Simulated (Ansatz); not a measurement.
Formation energy of the localised charge states of O interstitial in monoclinic HfO2 (start: void with 3O nearest, no. 1; 96-site cell, 2×2×2 shifted sampling) against the Fermi level, O-rich (Δμ(O) = 0.00 eV; only phases computed here count, gases as isolated molecules at 0 K). These are PBE, PAW (plane waves to 420 eV; Ansatz, a quantum-chemistry and plane-wave program) values and carry that method's errors.

Charges with a result: +1, 0, −1, −2. Others weren't obtained, and one of them could lie lower, also by skipping a charge.

Cell and caveats: 96-site cell; 2×2×2 shifted k-points; host gap 4.04 eV; charged states image-corrected; no spin–orbit coupling; finite-size errors of tenths of an eV; flagged in the runs: a host whose relaxation on this sampling wasn't shown to rest.

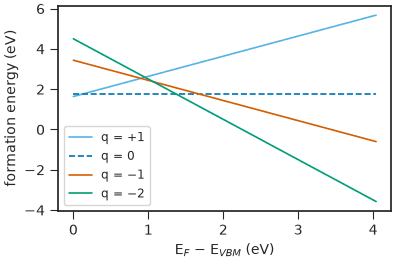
Figure: Formation energy of each charge state against the Fermi level

Crossings of the lowest lines: (+1/0) at 0.13 eV; (0/−2) at 1.37 eV. At the valence-band maximum: q = +1: 1.64 eV; q = 0: 1.77 eV; q = −1: 3.44 eV; q = −2: 4.50 eV.
